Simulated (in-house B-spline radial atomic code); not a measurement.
**Pseudo-atoms of gallium beyond the functional they were made with**

Aim: make Troullier-Martins pseudopotentials for gallium and test how well they carry over to Hartree-Fock, PBE0, RPA and G0W0.

Each job solves three atoms with an in-house B-spline radial code, non-relativistic and spherical, high spin: all electrons (AE), all electrons with the core left uncorrelated (FC), and the pseudo-atom (PS, semilocal channels for the l listed, the local potential above). Empty states run to l = 8; the Hartree-Fock start is not run with a model core. The AE exchange self-energy holds core-valence exchange, which PS lacks and its potential largely offsets, so that difference is no error by itself. The code writes a record and no log. All values are calculated.

## (1) Ga²⁺, LDA, core 1s 2s 2p 3s 3p, radii × 0.8, made in [Ar] 3d10 4s2 4p1

settings

```
Z = 31
electrons = 29.0
configuration = [Ar] 3d10 4s1
generated_in = [Ar] 3d10 4s2 4p1
functional = lda,vwn
core_shells = 5
radius_factor = 0.8
core_correction = False
ion_configuration = [Ar] 3d10
```

From the record: radii s 1.534, p 2.03, d 1.272, local 1.386 bohr. Reference levels, all-electron and pseudo (hartree): 3d -0.73619, -0.73619; 4s -0.32801, -0.32801; 4p -0.10163, -0.10163.

Levels in eV; differences are from AE. Left out are levels of quasi-particle weight under 0.75 (0.6 for the top and for empty ones), unbound levels and those not matched in AE and PS.

```
       start            level  mean field AE  PS − AE  G0W0 AE  FC − AE  PS − AE  exchange self-energy PS − AE
         LDA            4s up         -26.58    -0.01   -31.18    -0.05    -0.55                         +1.72
         LDA          3d down         -40.07    +0.15   -49.66    -0.28    +5.44                        +20.14
         LDA            3d up         -40.29    +0.13   -49.85    -0.28    +5.35                        +19.85
         LDA  4s down (empty)         -25.23    +0.05   -20.48    -0.04    -0.54                         +1.69
        PBE0            4s up         -27.15    -0.24   -30.96    -0.04    -0.67                         +1.45
        PBE0          3d down         -43.10    +1.19   -49.87    -0.33    +5.39                        +20.30
        PBE0            3d up         -43.30    +1.13   -50.04    -0.31    +5.34                        +20.03
        PBE0  4s down (empty)         -23.23    -0.14   -20.25    -0.03    -0.61                         +1.46
Hartree-Fock            4s up         -29.29    -0.85   -30.53    -0.02    -1.17                         +0.74
Hartree-Fock          3d down         -52.36    +5.59   -50.43    -0.37    +3.68                        +21.22
Hartree-Fock            3d up         -52.46    +5.44   -50.56    -0.37    +3.56                        +20.99
Hartree-Fock  4s down (empty)         -18.21    -0.57   -19.78    -0.01    -0.90                         +0.81
```

```
       start  valence RPA correlation, FC (hartree)  PS (hartree)  RPA polarisability (no kernel), AE (bohr³)  PS (bohr³)  ionisation by RPA, AE (eV)  PS − AE (eV)
         LDA                                -0.7001       -0.9631                                        7.41        7.44                       30.87         +1.13
        PBE0                                -0.6636       -0.9338                                        6.77        6.75                       30.76         +1.09
Hartree-Fock                                -0.5847       -0.8633                                        5.37        5.30                       30.45         +1.10
```

Wall time 45 s (1 thread of Intel Xeon Platinum 8488C (Sapphire Rapids), shared host).

## (2) Ga²⁺, LDA, core 1s 2s 2p 3s 3p, radii × 0.8, model core, made in [Ar] 3d10 4s2 4p1

settings, as its differences from that of step 1:

```diff
@@ -7,3 +7,3 @@
 radius_factor = 0.8
-core_correction = False
+core_correction = True
 ion_configuration = [Ar] 3d10
```

From the record: radii s 1.534, p 2.03, d 1.272, local 1.386, model core 0.33 bohr. Reference levels, all-electron and pseudo (hartree): 3d -0.73619, -0.73619; 4s -0.32801, -0.32801; 4p -0.10163, -0.10163.

Levels in eV; differences are from AE. Left out are levels of quasi-particle weight under 0.75 (0.6 for the top and for empty ones), unbound levels and those not matched in AE and PS.

```
start            level  mean field AE  PS − AE  G0W0 AE  FC − AE  PS − AE  exchange self-energy PS − AE
  LDA            4s up         -26.58    -0.02   -31.18    -0.05    -0.56                         +1.72
  LDA          3d down         -40.07    +0.11   -49.66    -0.28    +5.41                        +20.17
  LDA            3d up         -40.29    +0.12   -49.85    -0.28    +5.33                        +19.85
  LDA  4s down (empty)         -25.23    -0.02   -20.48    -0.04    -0.60                         +1.68
 PBE0            4s up         -27.15    -0.18   -30.96    -0.04    -0.61                         +1.46
 PBE0          3d down         -43.10    +2.17   -49.87    -0.33    +6.45                        +20.69
 PBE0            3d up         -43.30    +2.13   -50.04    -0.31    +6.41                        +20.39
 PBE0  4s down (empty)         -23.23    -0.20   -20.25    -0.03    -0.67                         +1.43
```

```
start  valence RPA correlation, FC (hartree)  PS (hartree)  RPA polarisability (no kernel), AE (bohr³)  PS (bohr³)  ionisation by RPA, AE (eV)  PS − AE (eV)
  LDA                                -0.7001       -0.9632                                        7.41        7.43                       30.87         +1.16
 PBE0                                -0.6636       -0.9356                                        6.77        6.84                       30.76         +1.08
```

Run time: 44 s. Hardware: 1 thread of Intel Xeon Platinum 8488C (Sapphire Rapids), shared host.

## (3) Ga²⁺, LDA, core 1s 2s 2p 3s 3p, radii × 0.9

settings

```
Z = 31
electrons = 29.0
configuration = [Ar] 3d10 4s1
generated_in = [Ar] 3d10 4s1
functional = lda,vwn
core_shells = 5
radius_factor = 0.9
core_correction = False
ion_configuration = [Ar] 3d10
```

From the record: radii s 1.623, p 1.898, d 1.431, local 1.501 bohr. Reference levels, all-electron and pseudo (hartree): 3d -1.47854, -1.47854; 4s -0.95637, -0.95637.

Levels in eV; differences are from AE. Left out are levels of quasi-particle weight under 0.75 (0.6 for the top and for empty ones), unbound levels and those not matched in AE and PS.

```
       start            level  mean field AE  PS − AE  G0W0 AE  FC − AE  PS − AE  exchange self-energy PS − AE
         LDA            4s up         -26.58    -0.02   -31.18    -0.05    -0.57                         +1.77
         LDA          3d down         -40.07    +0.01   -49.66    -0.28    +5.08                        +20.86
         LDA  4s down (empty)         -25.23    +0.04   -20.48    -0.04    -0.56                         +1.73
        PBE0            4s up         -27.15    -0.24   -30.96    -0.04    -0.70                         +1.50
        PBE0          3d down         -43.10    +1.05   -49.87    -0.33    +5.03                        +21.02
        PBE0            3d up         -43.30    +1.00   -50.04    -0.31    +5.00                        +20.72
        PBE0  4s down (empty)         -23.23    -0.15   -20.25    -0.03    -0.63                         +1.49
Hartree-Fock            4s up         -29.29    -0.89   -30.53    -0.02    -1.21                         +0.75
Hartree-Fock          3d down         -52.36    +5.63   -50.43    -0.37    +3.49                        +21.92
Hartree-Fock            3d up         -52.46    +5.47   -50.56    -0.37    +3.36                        +21.66
Hartree-Fock  4s down (empty)         -18.21    -0.62   -19.78    -0.01    -0.93                         +0.81
```

```
       start  valence RPA correlation, FC (hartree)  PS (hartree)  RPA polarisability (no kernel), AE (bohr³)  PS (bohr³)  ionisation by RPA, AE (eV)  PS − AE (eV)
         LDA                                -0.7001       -0.9371                                        7.41        7.44                       30.87         +1.14
        PBE0                                -0.6636       -0.9096                                        6.77        6.76                       30.76         +1.10
Hartree-Fock                                -0.5847       -0.8430                                        5.37        5.30                       30.45         +1.13
```

Run time: 43 s. Hardware: 1 thread of Intel Xeon Platinum 8488C (Sapphire Rapids), shared host.

## (4) Ga²⁺, LDA, core 1s 2s 2p 3s 3p, radii × 0.9, model core

settings, as its differences from that of step 3:

```diff
@@ -7,3 +7,3 @@
 radius_factor = 0.9
-core_correction = False
+core_correction = True
 ion_configuration = [Ar] 3d10
```

From the record: radii s 1.623, p 1.898, d 1.431, local 1.501, model core 0.33 bohr. Reference levels, all-electron and pseudo (hartree): 3d -1.47854, -1.47854; 4s -0.95637, -0.95637.

Levels in eV; differences are from AE. Left out are levels of quasi-particle weight under 0.75 (0.6 for the top and for empty ones), unbound levels and those not matched in AE and PS.

```
start            level  mean field AE  PS − AE  G0W0 AE  FC − AE  PS − AE  exchange self-energy PS − AE
  LDA            4s up         -26.58    -0.00   -31.18    -0.05    -0.55                         +1.78
  LDA          3d down         -40.07    -0.01   -49.66    -0.28    +5.06                        +20.87
  LDA  4s down (empty)         -25.23    +0.00   -20.48    -0.04    -0.60                         +1.72
 PBE0            4s up         -27.15    -0.16   -30.96    -0.04    -0.61                         +1.51
 PBE0          3d down         -43.10    +2.06   -49.87    -0.33    +6.13                        +21.36
 PBE0            3d up         -43.30    +2.02   -50.04    -0.31    +6.10                        +21.04
 PBE0  4s down (empty)         -23.23    -0.18   -20.25    -0.03    -0.67                         +1.46
```

```
start  valence RPA correlation, FC (hartree)  PS (hartree)  RPA polarisability (no kernel), AE (bohr³)  PS (bohr³)  ionisation by RPA, AE (eV)  PS − AE (eV)
  LDA                                -0.7001       -0.9371                                        7.41        7.45                       30.87         +1.14
 PBE0                                -0.6636       -0.9110                                        6.77        6.86                       30.76         +1.07
```

It took 36 s on 1 thread of Intel Xeon Platinum 8488C (Sapphire Rapids), shared host.

## (5) Ga²⁺, PBE, core 1s 2s 2p 3s 3p, radii × 1, made in [Ar] 3d10 4s2 4p1

settings

```
Z = 31
electrons = 29.0
configuration = [Ar] 3d10 4s1
generated_in = [Ar] 3d10 4s2 4p1
functional = pbe,pbe
core_shells = 5
radius_factor = 1.0
core_correction = False
ion_configuration = [Ar] 3d10
```

From the record: radii s 1.917, p 2.537, d 1.596, local 1.737 bohr. Reference levels, all-electron and pseudo (hartree): 3d -0.72668, -0.72668; 4s -0.32008, -0.32008; 4p -0.09614, -0.09614.

Levels in eV; differences are from AE. Left out are levels of quasi-particle weight under 0.75 (0.6 for the top and for empty ones), unbound levels and those not matched in AE and PS.

```
       start            level  mean field AE  PS − AE  G0W0 AE  FC − AE  PS − AE  exchange self-energy PS − AE
         PBE            4s up         -26.25    -0.00   -31.13    -0.05    -0.57                         +1.57
         PBE          3d down         -39.68    +0.08   -49.44    -0.28    +5.69                        +21.78
         PBE  4s down (empty)         -24.84    +0.10   -20.46    -0.04    -0.56                         +1.55
        PBE0            4s up         -27.15    -0.25   -30.96    -0.04    -0.77                         +1.30
        PBE0          3d down         -43.10    +1.61   -49.87    -0.33    +5.43                        +22.12
        PBE0            3d up         -43.30    +1.53   -50.04    -0.31    +5.38                        +21.75
        PBE0  4s down (empty)         -23.23    -0.18   -20.25    -0.03    -0.70                         +1.32
Hartree-Fock            4s up         -29.29    -0.97   -30.53    -0.02    -1.32                         +0.52
Hartree-Fock          3d down         -52.36    +6.43   -50.43    -0.37    +4.05                        +22.99
Hartree-Fock            3d up         -52.46    +6.21   -50.56    -0.37    +3.89                        +22.65
Hartree-Fock  4s down (empty)         -18.21    -0.66   -19.78    -0.01    -1.01                         +0.66
```

```
       start  valence RPA correlation, FC (hartree)  PS (hartree)  RPA polarisability (no kernel), AE (bohr³)  PS (bohr³)  ionisation by RPA, AE (eV)  PS − AE (eV)
         PBE                                -0.6975       -0.9239                                        7.61        7.62                       30.88         +1.19
        PBE0                                -0.6636       -0.8987                                        6.77        6.74                       30.76         +1.20
Hartree-Fock                                -0.5847       -0.8326                                        5.37        5.28                       30.45         +1.23
```

It took 37 s on 1 thread of Intel Xeon Platinum 8488C (Sapphire Rapids), shared host.

## (6) Results

Of the filled levels shown, the one that moves most in G0W0 on the functional of the generation (eV):

| pseudo-atom | level | PS − AE | FC − AE | exchange self-energy PS − AE |
| --- | --- | --- | --- | --- |
| Ga²⁺, LDA, core 1s 2s 2p 3s 3p, radii × 0.8, made in [Ar] 3d10 4s2 4p1 | 3d down | +5.44 | -0.28 | +20.14 |
| Ga²⁺, LDA, core 1s 2s 2p 3s 3p, radii × 0.8, model core, made in [Ar] 3d10 4s2 4p1 | 3d down | +5.41 | -0.28 | +20.17 |
| Ga²⁺, LDA, core 1s 2s 2p 3s 3p, radii × 0.9 | 3d down | +5.08 | -0.28 | +20.86 |
| Ga²⁺, LDA, core 1s 2s 2p 3s 3p, radii × 0.9, model core | 3d down | +5.06 | -0.28 | +20.87 |
| Ga²⁺, PBE, core 1s 2s 2p 3s 3p, radii × 1, made in [Ar] 3d10 4s2 4p1 | 3d down | +5.69 | -0.28 | +21.78 |

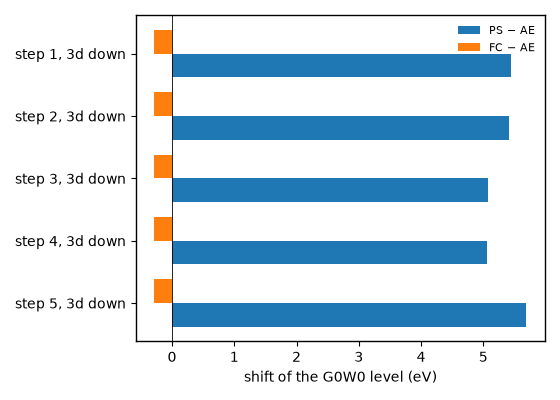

Shift of the level that moves most, for each pseudo-atom in the order of the table.

For these levels the shift runs from 5.06 eV (Ga²⁺, LDA, core 1s 2s 2p 3s 3p, radii × 0.9, model core) to 5.69 eV (Ga²⁺, PBE, core 1s 2s 2p 3s 3p, radii × 1, made in [Ar] 3d10 4s2 4p1). On other starts it reaches +6.45 eV (3d down, PBE0). Leaving the core uncorrelated explains little of it; the rest belongs to the pseudopotential itself, whose orbitals are smooth and whose core-valence exchange stays at the level of its own functional. The radii follow a simple rule and aren't optimised.
